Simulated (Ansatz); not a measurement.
**GeH₇OF: a changed input and its effect**

System: GeH₇OF.
Method of run A: RKS B3LYP-D4/6-31G (Ansatz 0.2.0).

The geometry comes from this level: PBE0-D4/def2-TZVP. Text and figures count atoms from 1; the logs count them from 0 in places.

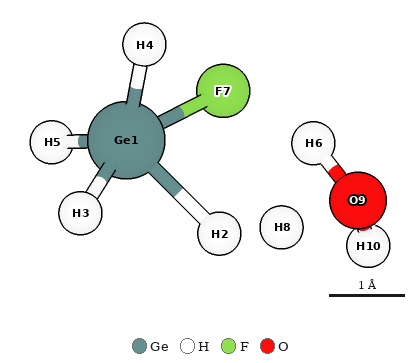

Figure 1. The structure as given in the input (ball-and-stick view, seen at a tilt; atoms are numbered from 1 in the order of the input). Sticks mark near contacts. Bond lengths as drawn: F–Ge 1.98 Å, Ge–H 1.53 to 1.78 Å and H–O 0.96 to 1.03 Å.

## Input file, run A
```yaml
crystal:
  periodic: [false, false, false]
  atoms:
    - {symbol: Ge, position_ang: [-0.452409, -1.026700, -0.785442]}
    - {symbol: H, position_ang: [1.025536, -0.185228, -0.253623]}
    - {symbol: H, position_ang: [0.665253, -1.805994, -1.564500]}
    - {symbol: H, position_ang: [-1.039527, -2.066392, 0.174008]}
    - {symbol: H, position_ang: [-1.315476, -0.419510, -1.898469]}
    - {symbol: H, position_ang: [-0.270756, 1.100931, 1.116928]}
    - {symbol: F, position_ang: [-1.226974, 0.369196, 0.390067]}
    - {symbol: H, position_ang: [1.013662, 0.475251, 0.426238]}
    - {symbol: O, position_ang: [0.708553, 1.331633, 1.350000]}
    - {symbol: H, position_ang: [0.892039, 2.226714, 1.044791]}
basis:
  gaussian: {orbitals: 6-31G}
hamiltonian: {xc: {name: B3LYP}, dispersion: d4}
```

Command:
```bash
ansatz run in.yaml --threads 4 --pin off --events-out ev --progress --plain --max-ram 9574MiB
```

Hardware: 4 threads of Arm Neoverse V2, 23 GiB of memory available, shared host.

## Output (run A)
```
Functional definition: B3LYP
  parameter a0 = 0.2
  parameter ax = 0.72
  parameter ac = 0.81
  exchange = (1 - a0 - ax)*slater_x + ax*b88_x + a0*exact_x
  correlation = (1 - ac)*vwn_rpa_c + ac*lyp_c
630 factors; integrals over basis functions are off by at most 5.7e-4 eV
mean field evaluation 1: about -61380.3774 eV, gradient 5.2e1 eV
mean field evaluation 2: about -61373.1484 eV, gradient 8.3e1 eV
mean field evaluation 4: about -61384.6414 eV, gradient 1.8e0 eV
mean field evaluation 8: about -61384.7261 eV, gradient 8.3e-2 eV
mean field evaluation 16: about -61384.7261 eV, gradient 2.7e-5 eV
mean field -61384.72607714 eV, -2255.8470752733 hartree, gradient 2.7e-5 eV, S^2 0.000000; 0 other end points of the search recorded, 0 dependent functions left out
reference -61384.72631041 eV, -2255.8470838457 hartree; 28, 28 occupied and 33, 33 virtual orbitals, 630 factors
Total energy: -61384.93533292 eV, -2255.8547652810 hartree
```

For run B the input was changed thus:
```diff
-    - {symbol: Ge, position_ang: [-0.452409, -1.026700, -0.785442]}
-    - {symbol: H, position_ang: [1.025536, -0.185228, -0.253623]}
-    - {symbol: H, position_ang: [0.665253, -1.805994, -1.564500]}
-    - {symbol: H, position_ang: [-1.039527, -2.066392, 0.174008]}
-    - {symbol: H, position_ang: [-1.315476, -0.419510, -1.898469]}
-    - {symbol: H, position_ang: [-0.270756, 1.100931, 1.116928]}
-    - {symbol: F, position_ang: [-1.226974, 0.369196, 0.390067]}
-    - {symbol: H, position_ang: [1.013662, 0.475251, 0.426238]}
-    - {symbol: O, position_ang: [0.708553, 1.331633, 1.350000]}
-    - {symbol: H, position_ang: [0.892039, 2.226714, 1.044791]}
+    - {symbol: Ge, position_ang: [-1.143275, -1.027794, -0.850096]}
+    - {symbol: H, position_ang: [3.027233, 0.180861, -0.154911]}
+    - {symbol: H, position_ang: [0.313194, -1.039480, -1.315693]}
+    - {symbol: H, position_ang: [-1.361366, -1.694220, 0.508725]}
+    - {symbol: H, position_ang: [-2.117627, -1.528123, -1.923318]}
+    - {symbol: H, position_ang: [-0.406874, 1.291165, 0.824551]}
+    - {symbol: F, position_ang: [-1.563735, 0.666320, -0.628281]}
+    - {symbol: H, position_ang: [2.394977, 0.340418, 0.213383]}
+    - {symbol: O, position_ang: [0.276548, 1.007337, 1.443155]}
+    - {symbol: H, position_ang: [0.580826, 1.803415, 1.882488]}
```

How does run B compare with run A?

With the same method and basis, run B lies 38.5 kcal/mol lower.

## Output (run B)
```
Functional definition: B3LYP
  parameter a0 = 0.2
  parameter ax = 0.72
  parameter ac = 0.81
  exchange = (1 - a0 - ax)*slater_x + ax*b88_x + a0*exact_x
  correlation = (1 - ac)*vwn_rpa_c + ac*lyp_c
630 factors; integrals over basis functions are off by at most 1.4e-3 eV
mean field evaluation 1: about -61381.0097 eV, gradient 5.7e1 eV
mean field evaluation 2: about -61373.2555 eV, gradient 8.9e1 eV
mean field evaluation 4: about -61386.3220 eV, gradient 4.1e0 eV
mean field evaluation 8: about -61386.4330 eV, gradient 1.3e-1 eV
mean field evaluation 16: about -61386.4330 eV, gradient 9.9e-6 eV
mean field -61386.43299487 eV, -2255.9098033428 hartree, gradient 9.9e-6 eV, S^2 0.000000; 0 other end points of the search recorded, 0 dependent functions left out
reference -61386.43326290 eV, -2255.9098131928 hartree; 28, 28 occupied and 33, 33 virtual orbitals, 630 factors
Total energy: -61386.60348454 eV, -2255.9160687226 hartree
```

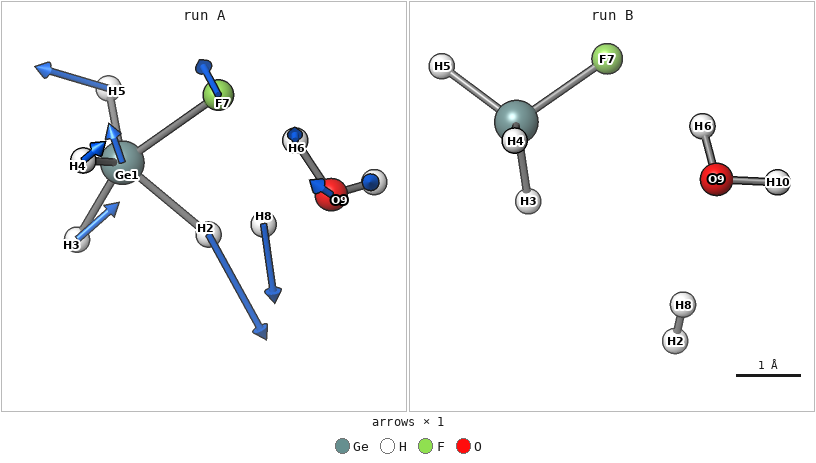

Figure 2. The two input geometries at one scale (ball-and-stick view, seen at a tilt). The blue arrows on the first give the shifts of the atoms after the best rigid fit, at true length. The largest move after the best rigid fit is that of H2, 2.04 Å. By element the largest moves are H 2.04 Å, F 1.06 Å, Ge 0.69 Å, O 0.54 Å. Among the contacts that change: Ge1–H2 1.782 → 4.397 Å, Ge1–F7 1.982 → 1.760 Å, H2–H8 0.948 → 0.749 Å, H6–O9 1.033 → 0.965 Å.

## The two runs side by side

```csv
quantity,run A,run B
outcome,converged,converged
total energy (hartree),−2255.854765,−2255.916069
basis functions,59,59
wall time (shared host),0.65 s,0.6 s
```
